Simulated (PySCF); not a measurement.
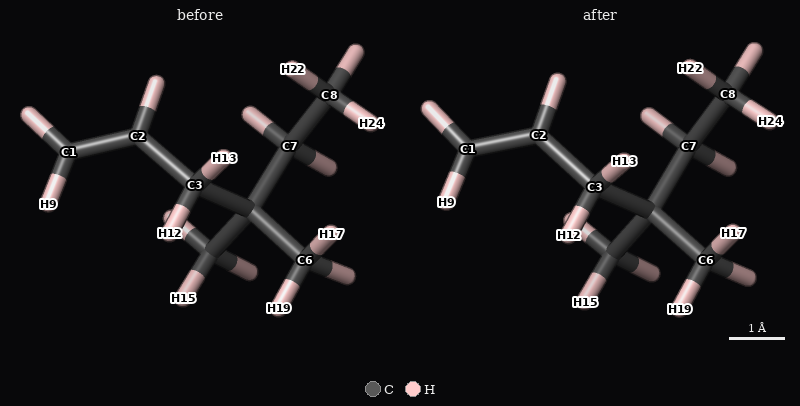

The structure of C$_{8}$H$_{16}$ before (left) and after (right) a relaxation, at one scale.

Style: stick. Shown at a tilt.

The start comes from GFN2-xTB.

All numbers below come from PBE0-D3(BJ)/def2-SVP geometry optimisation, gas phase (PySCF). 

### Summarise the run.

After 4 geometry steps the energy has fallen by 1.67 kcal/mol. Largest force component: 0.64 eV/Å at the start, 0.018 eV/Å at the end. An H atom moves most after the best rigid fit: 0.12 Å. By element the largest moves are H 0.12 Å, C 0.06 Å. Near-neighbour distances that change, for instance: C–H 1.078 → 1.095 Å, C–C 1.320 → 1.334 Å, C–H 1.092 → 1.103 Å.
